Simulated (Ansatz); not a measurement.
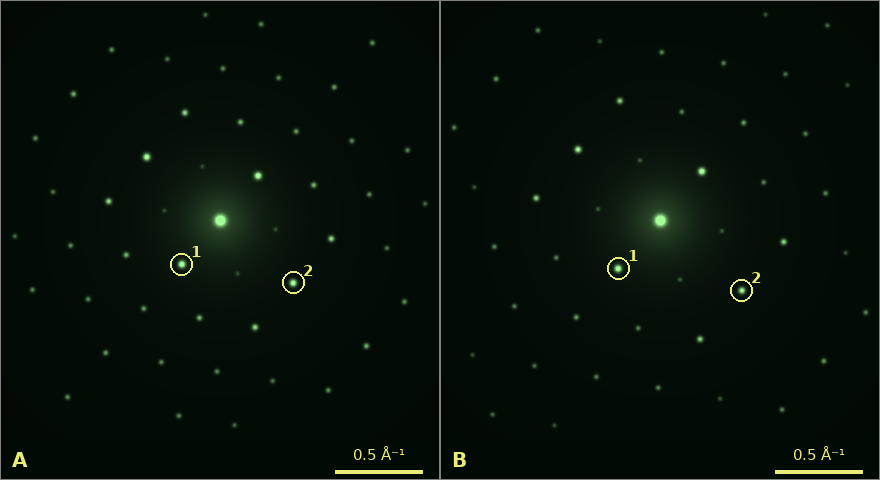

Kinematic electron diffraction patterns (300 kV, B = 0.5 Å², same scale) along [111] of the run's own cell, for the start and the end of one relaxation of TaCuP2 with DFT, PAW plane waves, pbe (Ansatz 0.2.0). k mesh 7×7×7. The start is a generated model structure, and the relaxation ends in the nearest stationary point of its symmetry, not necessarily the ground state. Spot 1 is -1 0 1 and spot 2 is 1 -2 1 in both.

Start structure:

```
Ta Cu P
1.0
     3.59996    0.00000    0.00000
    -1.79998    3.11766    0.00000
     0.00000   -2.07844    6.67263
Ta Cu P
1 1 2
Direct
  0.50000 0.00000 0.50000
  0.00000 0.00000 0.00000
  0.11900 0.23800 0.35700
  0.88100 0.76200 0.64300
```

### Which pattern belongs to the start structure, and which to the relaxed one?

A is the start: its cell gives d(1) = 2.977 Å, d(2) = 1.800 Å and an angle of 90.0°. B is the relaxed structure, with d(1) = 2.710 Å (-9.0 %), d(2) = 1.608 Å (-10.7 %) and 90.0°.

### Name reflections whose intensity changes strongly on relaxation.

2 -1 -1 goes from 15 to 4.8 % of the strongest spot.

### What did the relaxation do to the structure and the energy?

The volume changed by -6.3 % to 17.54 Å³ an atom; with the mean shift removed, the atoms moved by up to 0.58 Å relative to the cell (P most); the space group stayed R-3m (No. 166); the free energy fell by 1000 meV an atom. Relaxed cell: a = 3.216 Å, b = 3.216 Å, c = 8.048 Å, α = 101.53°, β = 90.00°, γ = 120.00°.
